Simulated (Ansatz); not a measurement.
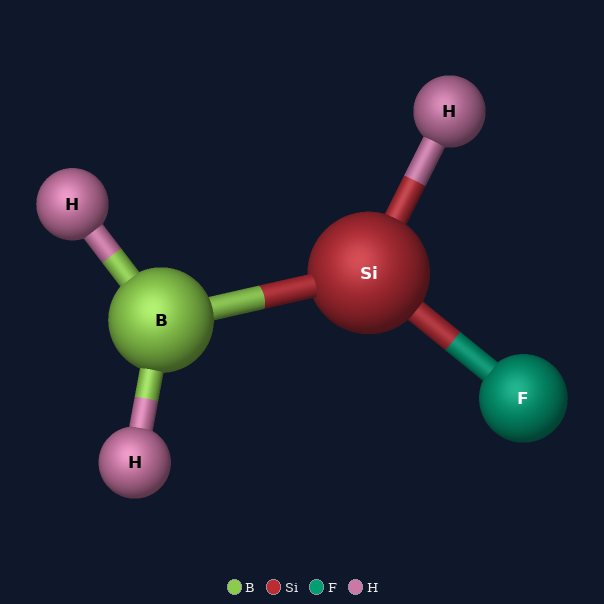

The species has charge −1 and is a spin singlet. Geometry: moved along internal coordinates away from the minimum. Properties computed with RHF-CCSD(T), frozen core/def2-TZVPPD (Ansatz 0.2.0).

Computed properties:

The species is BFH3Si(-) (`B[SiH-]F`).
- T1 diagnostic: 0.017
